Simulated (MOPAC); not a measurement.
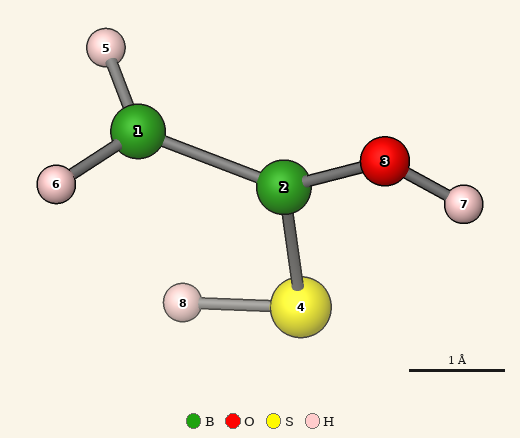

Figure 1. The starting structure (ball-and-stick view, seen at a tilt; atoms are numbered from 1 in the order of the input).

## Run report: B2H4SO, molecular dynamics

B2H4SO, computed with PM7, closed shell, dispersion built in, COSMO solvent toluene (MOPAC 23.2.5).

The geometry comes from this level: GFN2-xTB.

Input (mopac_ase.py)
```python
from ase.calculators.mopac import MOPAC
import numpy as np
from ase import units
from ase.md.velocitydistribution import MaxwellBoltzmannDistribution, Stationary, ZeroRotation
from ase.md.verlet import VelocityVerlet
from ase.io import read

atoms = read("mol.xyz")
calc = MOPAC(label="job", method="PM7", task="1SCF GRADIENTS RELSCF=0.1 EPS=2.37 AUX(PRECISION=9) THREADS=1")
atoms.calc = calc
MaxwellBoltzmannDistribution(atoms, temperature_K=800, rng=np.random.default_rng(70))
Stationary(atoms)
ZeroRotation(atoms)
dyn = VelocityVerlet(atoms, timestep=1.0 * units.fs, trajectory="opt.traj", logfile="-")
dyn.run(35)
energy = atoms.get_potential_energy()
print("E =", round(energy, 6), "eV")
print("forces (eV/A):")
for sym, f in zip(atoms.get_chemical_symbols(), atoms.get_forces()):
    print(f"{sym:2s} {f[0]:10.5f} {f[1]:10.5f} {f[2]:10.5f}")
print("dipole (e A):", atoms.get_dipole_moment().round(4))
homo, lumo = calc.get_homo_lumo_levels()
print(f"HOMO {homo:.3f} eV, LUMO {lumo:.3f} eV, gap {lumo - homo:.3f} eV")
print("heat of formation (kcal/mol): %.4f" % (calc.get_final_heat_of_formation() / 0.0433641153))
print("final positions (A):")
for atom in atoms:
    print(f"{atom.symbol:2s} {atom.x:11.6f} {atom.y:11.6f} {atom.z:11.6f}")
```

File mol.xyz
```
8

B      0.128650     1.259040     0.027750
B      0.345370    -0.367030     0.142710
O      1.377010    -1.090220     0.562940
S     -1.177200    -1.262660    -0.441200
H      0.325460     1.838800    -0.970380
H     -0.410590     1.868930     0.870850
H      1.318990    -2.047920     0.558140
H     -1.907680    -0.198930    -0.750810
```

Machine: 1 thread of Arm Neoverse N1, 98 GiB of memory available, shared host.

Command:
```bash
export ASE_MOPAC_COMMAND="mopac PREFIX.mop > /dev/null 2>&1"
python mopac_ase.py
```

The program's output
```
DeprecationWarning: Use thermalize_momenta
Time[ps]      Etot[eV]     Epot[eV]     Ekin[eV]    T[K]
0.0000          -1.9576      -2.6121       0.6545   632.9
0.0010          -1.9557      -2.6032       0.6475   626.2
0.0020          -1.9538      -2.5562       0.6024   582.6
0.0030          -1.9538      -2.5066       0.5528   534.6
0.0040          -1.9555      -2.4701       0.5145   497.6
0.0050          -1.9545      -2.4298       0.4752   459.6
0.0060          -1.9543      -2.3716       0.4173   403.5
0.0070          -1.9521      -2.2951       0.3430   331.7
0.0080          -1.9499      -2.2249       0.2750   266.0
0.0090          -1.9498      -2.1903       0.2405   232.6
0.0100          -1.9493      -2.2034       0.2541   245.7
0.0110          -1.9502      -2.2582       0.3080   297.8
0.0120          -1.9508      -2.3255       0.3747   362.4
0.0130          -1.9518      -2.3781       0.4263   412.3
0.0140          -1.9508      -2.4071       0.4563   441.2
0.0150          -1.9492      -2.4299       0.4807   464.9
0.0160          -1.9503      -2.4642       0.5139   497.0
0.0170          -1.9513      -2.4985       0.5472   529.1
0.0180          -1.9529      -2.5103       0.5574   539.1
0.0190          -1.9530      -2.4865       0.5334   515.9
0.0200          -1.9514      -2.4387       0.4872   471.2
0.0210          -1.9500      -2.3939       0.4439   429.3
0.0220          -1.9495      -2.3734       0.4239   409.9
0.0230          -1.9506      -2.3817       0.4311   416.9
0.0240          -1.9527      -2.4035       0.4509   436.0
0.0250          -1.9521      -2.4142       0.4621   446.8
0.0260          -1.9514      -2.4082       0.4569   441.8
0.0270          -1.9506      -2.4008       0.4502   435.4
0.0280          -1.9512      -2.4142       0.4630   447.7
0.0290          -1.9523      -2.4474       0.4950   478.7
0.0300          -1.9547      -2.4761       0.5214   504.2
0.0310          -1.9546      -2.4715       0.5169   499.9
0.0320          -1.9537      -2.4346       0.4809   465.1
0.0330          -1.9521      -2.3888       0.4367   422.3
0.0340          -1.9515      -2.3638       0.4123   398.7
0.0350          -1.9517      -2.3721       0.4204   406.6
E = -2.372085 eV
forces (eV/A):
B     0.71299    1.14192   -1.29387
B     2.03546   -1.83494    0.59909
O    -1.06154    0.79405   -0.64695
S    -0.32254   -0.27458   -0.51255
H    -0.43358   -0.95396    0.89763
H    -0.25656    0.64067    0.69029
H    -0.90964    0.52671   -0.28813
H     0.23541   -0.03986    0.55449
dipole (e A): [ 0.025   0.0181 -0.2657]
HOMO -9.224 eV, LUMO -1.121 eV, gap 8.103 eV
heat of formation (kcal/mol): -54.7016
final positions (A):
B     0.153462    1.113558    0.054418
B     0.309367   -0.408745    0.047025
O     1.490053   -0.991164    0.613345
S    -1.271005   -1.225735   -0.433722
H     0.435890    1.999881   -0.761778
H    -0.034161    1.375777    1.164151
H     1.824243   -1.902947    0.688794
H    -1.590481   -0.750929   -1.681103
```

Trajectory as extended XYZ (Å, eV, eV/Å), 36 frames, from step=0 to step=35
```
8
Properties=species:S:1:pos:R:3 step=0 time_fs=0.0 energy=-2.61212
B     0.1286    1.2590    0.0278
B     0.3454   -0.3670    0.1427
O     1.3770   -1.0902    0.5629
S    -1.1772   -1.2627   -0.4412
H     0.3255    1.8388   -0.9704
H    -0.4106    1.8689    0.8709
H     1.3190   -2.0479    0.5581
H    -1.9077   -0.1989   -0.7508
8
Properties=species:S:1:pos:R:3 step=1 time_fs=1.0 energy=-2.60317
B     0.1302    1.2478    0.0339
B     0.3427   -0.3570    0.1275
O     1.3817   -1.0932    0.5665
S    -1.1786   -1.2630   -0.4395
H     0.2988    1.8263   -0.9428
H    -0.4252    1.9084    0.8556
H     1.3120   -2.0247    0.5622
H    -1.8766   -0.1789   -0.7802
8
Properties=species:S:1:pos:R:3 step=2 time_fs=2.0 energy=-2.55619
B     0.1318    1.2359    0.0409
B     0.3391   -0.3463    0.1120
O     1.3869   -1.0958    0.5703
S    -1.1801   -1.2632   -0.4379
H     0.2742    1.8172   -0.9215
H    -0.4379    1.9453    0.8393
H     1.3080   -2.0105    0.5675
H    -1.8513   -0.1591   -0.8118
8
Properties=species:S:1:pos:R:3 step=3 time_fs=3.0 energy=-2.50661
B     0.1331    1.2236    0.0490
B     0.3350   -0.3356    0.0966
O     1.3925   -1.0976    0.5742
S    -1.1815   -1.2632   -0.4362
H     0.2523    1.8136   -0.9100
H    -0.4467    1.9768    0.8203
H     1.3067   -2.0093    0.5740
H    -1.8311   -0.1417   -0.8452
8
Properties=species:S:1:pos:R:3 step=4 time_fs=4.0 energy=-2.47009
B     0.1341    1.2115    0.0582
B     0.3309   -0.3255    0.0816
O     1.3980   -1.0984    0.5780
S    -1.1830   -1.2630   -0.4347
H     0.2334    1.8156   -0.9091
H    -0.4505    2.0004    0.7980
H     1.3073   -2.0211    0.5814
H    -1.8151   -0.1292   -0.8796
8
Properties=species:S:1:pos:R:3 step=5 time_fs=5.0 energy=-2.42975
B     0.1345    1.2001    0.0684
B     0.3272   -0.3167    0.0673
O     1.4034   -1.0981    0.5816
S    -1.1846   -1.2624   -0.4333
H     0.2173    1.8218   -0.9165
H    -0.4489    2.0149    0.7727
H     1.3092   -2.0425    0.5893
H    -1.8024   -0.1239   -0.9144
8
Properties=species:S:1:pos:R:3 step=6 time_fs=6.0 energy=-2.37158
B     0.1346    1.1900    0.0789
B     0.3243   -0.3097    0.0540
O     1.4085   -1.0969    0.5851
S    -1.1864   -1.2615   -0.4320
H     0.2037    1.8295   -0.9282
H    -0.4424    2.0205    0.7457
H     1.3120   -2.0674    0.5971
H    -1.7927   -0.1272   -0.9486
8
Properties=species:S:1:pos:R:3 step=7 time_fs=7.0 energy=-2.29514
B     0.1343    1.1815    0.0891
B     0.3224   -0.3051    0.0419
O     1.4131   -1.0950    0.5882
S    -1.1882   -1.2602   -0.4309
H     0.1922    1.8355   -0.9394
H    -0.4322    2.0185    0.7190
H     1.3151   -2.0891    0.6041
H    -1.7856   -0.1399   -0.9819
8
Properties=species:S:1:pos:R:3 step=8 time_fs=8.0 energy=-2.22494
B     0.1339    1.1749    0.0982
B     0.3218   -0.3032    0.0312
O     1.4170   -1.0928    0.5910
S    -1.1902   -1.2584   -0.4300
H     0.1829    1.8375   -0.9462
H    -0.4205    2.0116    0.6955
H     1.3183   -2.1017    0.6099
H    -1.7814   -0.1614   -1.0142
8
Properties=species:S:1:pos:R:3 step=9 time_fs=9.0 energy=-2.19028
B     0.1336    1.1701    0.1059
B     0.3226   -0.3043    0.0221
O     1.4203   -1.0904    0.5933
S    -1.1922   -1.2564   -0.4292
H     0.1756    1.8337   -0.9462
H    -0.4095    2.0034    0.6781
H     1.3216   -2.1019    0.6141
H    -1.7805   -0.1907   -1.0458
8
Properties=species:S:1:pos:R:3 step=10 time_fs=10.0 energy=-2.20338
B     0.1335    1.1668    0.1116
B     0.3248   -0.3083    0.0145
O     1.4228   -1.0878    0.5952
S    -1.1943   -1.2540   -0.4286
H     0.1705    1.8237   -0.9386
H    -0.4017    1.9973    0.6695
H     1.3250   -2.0891    0.6166
H    -1.7835   -0.2256   -1.0773
8
Properties=species:S:1:pos:R:3 step=11 time_fs=11.0 energy=-2.25819
B     0.1339    1.1648    0.1154
B     0.3285   -0.3151    0.0086
O     1.4246   -1.0848    0.5967
S    -1.1964   -1.2515   -0.4282
H     0.1677    1.8084   -0.9242
H    -0.3985    1.9956    0.6716
H     1.3285   -2.0656    0.6174
H    -1.7910   -0.2639   -1.1095
8
Properties=species:S:1:pos:R:3 step=12 time_fs=12.0 energy=-2.32553
B     0.1346    1.1639    0.1174
B     0.3335   -0.3245    0.0044
O     1.4256   -1.0813    0.5976
S    -1.1985   -1.2490   -0.4278
H     0.1674    1.7894   -0.9056
H    -0.4003    1.9985    0.6846
H     1.3323   -2.0366    0.6170
H    -1.8035   -0.3033   -1.1435
8
Properties=species:S:1:pos:R:3 step=13 time_fs=13.0 energy=-2.37811
B     0.1356    1.1637    0.1180
B     0.3396   -0.3360    0.0019
O     1.4260   -1.0770    0.5981
S    -1.2006   -1.2464   -0.4275
H     0.1697    1.7695   -0.8868
H    -0.4057    2.0043    0.7076
H     1.3366   -2.0087    0.6159
H    -1.8208   -0.3422   -1.1797
8
Properties=species:S:1:pos:R:3 step=14 time_fs=14.0 energy=-2.40705
B     0.1368    1.1642    0.1177
B     0.3466   -0.3493    0.0009
O     1.4258   -1.0716    0.5981
S    -1.2027   -1.2438   -0.4273
H     0.1746    1.7516   -0.8722
H    -0.4126    2.0093    0.7382
H     1.3418   -1.9885    0.6146
H    -1.8421   -0.3799   -1.2181
8
Properties=species:S:1:pos:R:3 step=15 time_fs=15.0 energy=-2.42992
B     0.1378    1.1652    0.1173
B     0.3543   -0.3637    0.0013
O     1.4250   -1.0650    0.5977
S    -1.2048   -1.2413   -0.4271
H     0.1824    1.7385   -0.8661
H    -0.4186    2.0100    0.7733
H     1.3486   -1.9805    0.6137
H    -1.8661   -0.4164   -1.2577
8
Properties=species:S:1:pos:R:3 step=16 time_fs=16.0 energy=-2.46421
B     0.1384    1.1668    0.1171
B     0.3622   -0.3787    0.0030
O     1.4240   -1.0573    0.5970
S    -1.2069   -1.2388   -0.4270
H     0.1931    1.7317   -0.8707
H    -0.4212    2.0029    0.8102
H     1.3577   -1.9861    0.6136
H    -1.8905   -0.4525   -1.2969
8
Properties=species:S:1:pos:R:3 step=17 time_fs=17.0 energy=-2.49846
B     0.1386    1.1688    0.1173
B     0.3701   -0.3938    0.0057
O     1.4227   -1.0490    0.5960
S    -1.2091   -1.2364   -0.4270
H     0.2064    1.7313   -0.8855
H    -0.4191    1.9859    0.8462
H     1.3694   -2.0024    0.6144
H    -1.9133   -0.4890   -1.3339
8
Properties=species:S:1:pos:R:3 step=18 time_fs=18.0 energy=-2.51033
B     0.1383    1.1712    0.1179
B     0.3773   -0.4083    0.0092
O     1.4215   -1.0404    0.5950
S    -1.2114   -1.2340   -0.4273
H     0.2220    1.7356   -0.9074
H    -0.4113    1.9586    0.8797
H     1.3842   -2.0239    0.6159
H    -1.9322   -0.5265   -1.3668
8
Properties=species:S:1:pos:R:3 step=19 time_fs=19.0 energy=-2.48646
B     0.1376    1.1741    0.1184
B     0.3837   -0.4218    0.0132
O     1.4206   -1.0323    0.5940
S    -1.2140   -1.2317   -0.4277
H     0.2394    1.7421   -0.9316
H    -0.3980    1.9215    0.9099
H     1.4020   -2.0437    0.6180
H    -1.9457   -0.5653   -1.3943
8
Properties=species:S:1:pos:R:3 step=20 time_fs=20.0 energy=-2.43865
B     0.1366    1.1771    0.1183
B     0.3887   -0.4339    0.0174
O     1.4202   -1.0251    0.5933
S    -1.2167   -1.2294   -0.4283
H     0.2576    1.7483   -0.9527
H    -0.3801    1.8768    0.9372
H     1.4225   -2.0558    0.6204
H    -1.9526   -0.6048   -1.4159
8
Properties=species:S:1:pos:R:3 step=21 time_fs=21.0 energy=-2.39386
B     0.1357    1.1801    0.1172
B     0.3920   -0.4441    0.0215
O     1.4206   -1.0192    0.5928
S    -1.2196   -1.2272   -0.4291
H     0.2760    1.7523   -0.9665
H    -0.3593    1.8275    0.9631
H     1.4452   -2.0560    0.6229
H    -1.9529   -0.6443   -1.4319
8
Properties=species:S:1:pos:R:3 step=22 time_fs=22.0 energy=-2.37342
B     0.1350    1.1828    0.1146
B     0.3934   -0.4522    0.0254
O     1.4219   -1.0149    0.5929
S    -1.2228   -1.2252   -0.4300
H     0.2935    1.7531   -0.9702
H    -0.3374    1.7768    0.9897
H     1.4698   -2.0433    0.6255
H    -1.9470   -0.6824   -1.4435
8
Properties=species:S:1:pos:R:3 step=23 time_fs=23.0 energy=-2.38169
B     0.1348    1.1848    0.1104
B     0.3927   -0.4580    0.0288
O     1.4244   -1.0120    0.5934
S    -1.2260   -1.2234   -0.4309
H     0.3098    1.7509   -0.9629
H    -0.3159    1.7275    1.0189
H     1.4958   -2.0190    0.6284
H    -1.9359   -0.7174   -1.4528
8
Properties=species:S:1:pos:R:3 step=24 time_fs=24.0 energy=-2.40355
B     0.1351    1.1858    0.1045
B     0.3898   -0.4612    0.0316
O     1.4279   -1.0103    0.5945
S    -1.2293   -1.2219   -0.4318
H     0.3244    1.7467   -0.9459
H    -0.2957    1.6815    1.0519
H     1.5233   -1.9874    0.6319
H    -1.9211   -0.7479   -1.4624
8
Properties=species:S:1:pos:R:3 step=25 time_fs=25.0 energy=-2.41416
B     0.1359    1.1855    0.0973
B     0.3848   -0.4621    0.0337
O     1.4325   -1.0095    0.5960
S    -1.2327   -1.2207   -0.4325
H     0.3374    1.7429   -0.9220
H    -0.2767    1.6393    1.0879
H     1.5527   -1.9542    0.6363
H    -1.9042   -0.7724   -1.4749
8
Properties=species:S:1:pos:R:3 step=26 time_fs=26.0 energy=-2.40825
B     0.1371    1.1838    0.0897
B     0.3780   -0.4607    0.0353
O     1.4380   -1.0091    0.5979
S    -1.2361   -1.2199   -0.4330
H     0.3495    1.7423   -0.8957
H    -0.2582    1.6006    1.1243
H     1.5846   -1.9259    0.6420
H    -1.8860   -0.7901   -1.4923
8
Properties=species:S:1:pos:R:3 step=27 time_fs=27.0 energy=-2.40080
B     0.1385    1.1804    0.0824
B     0.3699   -0.4573    0.0364
O     1.4440   -1.0087    0.6000
S    -1.2395   -1.2195   -0.4332
H     0.3613    1.7482   -0.8719
H    -0.2388    1.5646    1.1576
H     1.6194   -1.9072    0.6491
H    -1.8670   -0.8008   -1.5154
8
Properties=species:S:1:pos:R:3 step=28 time_fs=28.0 energy=-2.41423
B     0.1399    1.1753    0.0761
B     0.3607   -0.4522    0.0372
O     1.4503   -1.0078    0.6022
S    -1.2429   -1.2194   -0.4332
H     0.3737    1.7634   -0.8544
H    -0.2178    1.5308    1.1844
H     1.6568   -1.9001    0.6575
H    -1.8466   -0.8050   -1.5435
8
Properties=species:S:1:pos:R:3 step=29 time_fs=29.0 energy=-2.44736
B     0.1413    1.1685    0.0712
B     0.3512   -0.4458    0.0379
O     1.4567   -1.0065    0.6044
S    -1.2464   -1.2197   -0.4331
H     0.3870    1.7888   -0.8443
H    -0.1945    1.4988    1.2020
H     1.6958   -1.9035    0.6666
H    -1.8236   -0.8037   -1.5745
8
Properties=species:S:1:pos:R:3 step=30 time_fs=30.0 energy=-2.47607
B     0.1426    1.1603    0.0678
B     0.3417   -0.4388    0.0386
O     1.4630   -1.0046    0.6065
S    -1.2500   -1.2202   -0.4329
H     0.4007    1.8233   -0.8399
H    -0.1690    1.4689    1.2095
H     1.7339   -1.9133    0.6757
H    -1.7969   -0.7982   -1.6055
8
Properties=species:S:1:pos:R:3 step=31 time_fs=31.0 energy=-2.47151
B     0.1439    1.1511    0.0654
B     0.3327   -0.4315    0.0395
O     1.4691   -1.0023    0.6084
S    -1.2538   -1.2210   -0.4327
H     0.4139    1.8636   -0.8369
H    -0.1418    1.4415    1.2075
H     1.7684   -1.9242    0.6836
H    -1.7655   -0.7901   -1.6337
8
Properties=species:S:1:pos:R:3 step=32 time_fs=32.0 energy=-2.43459
B     0.1455    1.1413    0.0634
B     0.3247   -0.4244    0.0407
O     1.4749   -0.9998    0.6101
S    -1.2579   -1.2220   -0.4327
H     0.4250    1.9053   -0.8308
H    -0.1136    1.4176    1.1982
H     1.7964   -1.9310    0.6894
H    -1.7289   -0.7804   -1.6564
8
Properties=species:S:1:pos:R:3 step=33 time_fs=33.0 energy=-2.38881
B     0.1476    1.1314    0.0613
B     0.3180   -0.4180    0.0423
O     1.4804   -0.9971    0.6115
S    -1.2621   -1.2231   -0.4328
H     0.4329    1.9441   -0.8174
H    -0.0857    1.3981    1.1851
H     1.8156   -1.9304    0.6924
H    -1.6870   -0.7703   -1.6720
8
Properties=species:S:1:pos:R:3 step=34 time_fs=34.0 energy=-2.36382
B     0.1502    1.1221    0.0584
B     0.3128   -0.4127    0.0444
O     1.4855   -0.9943    0.6126
S    -1.2665   -1.2244   -0.4332
H     0.4366    1.9763   -0.7946
H    -0.0589    1.3840    1.1725
H     1.8249   -1.9207    0.6922
H    -1.6405   -0.7604   -1.6801
8
Properties=species:S:1:pos:R:3 step=35 time_fs=35.0 energy=-2.37209
B     0.1535    1.1136    0.0544
B     0.3094   -0.4087    0.0470
O     1.4901   -0.9912    0.6133
S    -1.2710   -1.2257   -0.4337
H     0.4359    1.9999   -0.7618
H    -0.0342    1.3758    1.1642
H     1.8242   -1.9029    0.6888
H    -1.5905   -0.7509   -1.6811
```

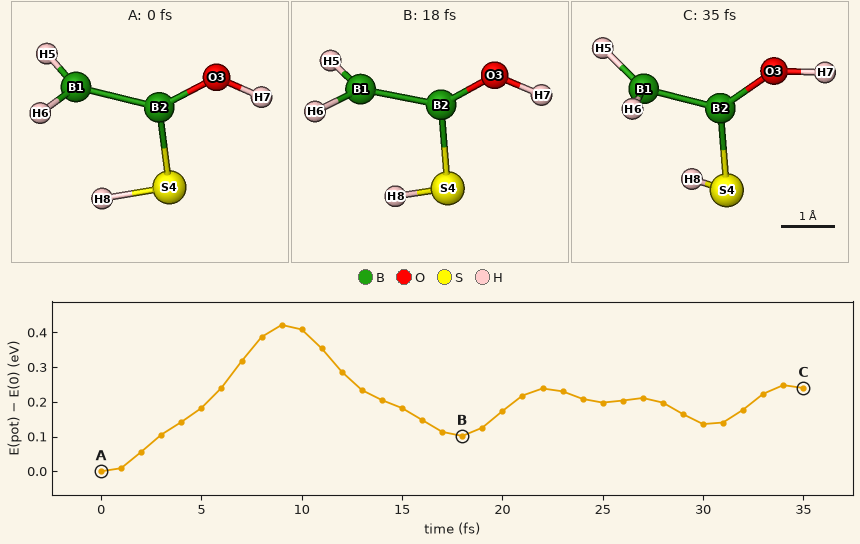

Figure 2. Frames of the molecular dynamics (ball-and-stick, seen at a tilt) above the curves, on which the letters mark them. The trajectory kept here has 36 frames over 35 fs. The potential energy ends 0.240 eV above its first value. After an unweighted best fit of the last frame on the first, the root-mean-square displacement is 0.42 Å, and H8 has moved furthest (0.72 Å).

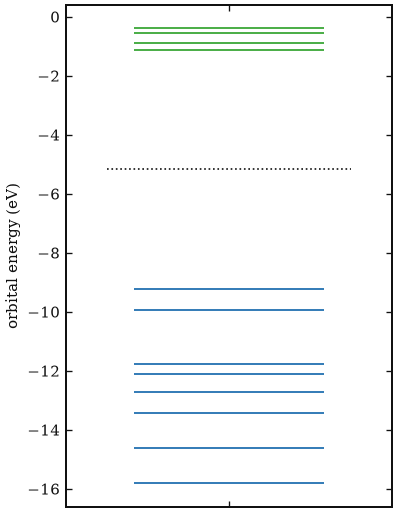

Figure 3. Orbital energies near the frontier; the dotted line parts filled from empty levels, and levels within 0.02 eV of each other stand side by side. Highest filled −9.22 eV, lowest empty −1.12 eV, 8.10 eV apart.

Results in brief

| quantity | value |
| --- | --- |
| outcome | finished |
| trajectory | 36 frames kept, 35 fs |
| potential energy (a single point apart from the frames shown) | −23.507744 hartree |
| dispersion energy (a single point apart from the frames shown) | −0.000511 hartree |
| heat of formation (a single point apart from the frames shown) | −54.70 kcal/mol |
| basis functions (a single point apart from the frames shown) | 25 |
| largest force (a single point apart from the frames shown) | 2.805 eV/Å |
| HOMO (a single point apart from the frames shown) | −9.22 eV |
| LUMO (a single point apart from the frames shown) | −1.12 eV |
| dipole moment (a single point apart from the frames shown) | 1.28 D |
| wall time | 2.3 s |
| peak memory | 0.12 GiB |

Settings chosen away from the usual ones: relscf. MOPAC's energies along a path are heats of formation. So short a trajectory is not equilibrated.
